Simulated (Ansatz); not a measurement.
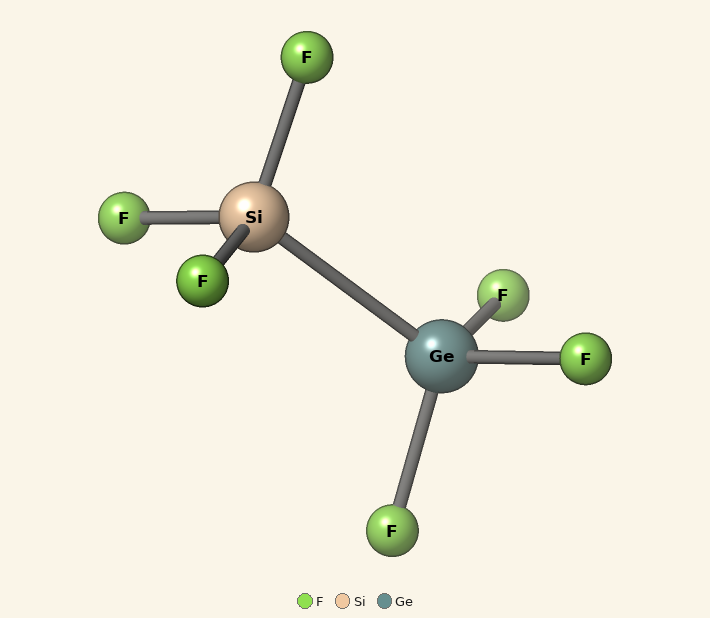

Atoms fade into the background with distance from the viewer. Computed geometry: PBE-D4/def2-SVP optimisation. No frequency run is at hand to confirm it as a minimum.

Q: Which symmetry elements does this geometry have?

A: It has 1 C3 axis and 3 mirror planes, so the point group is C3v. The group has 6 operations. The geometry is achiral, and symmetry allows a dipole moment.
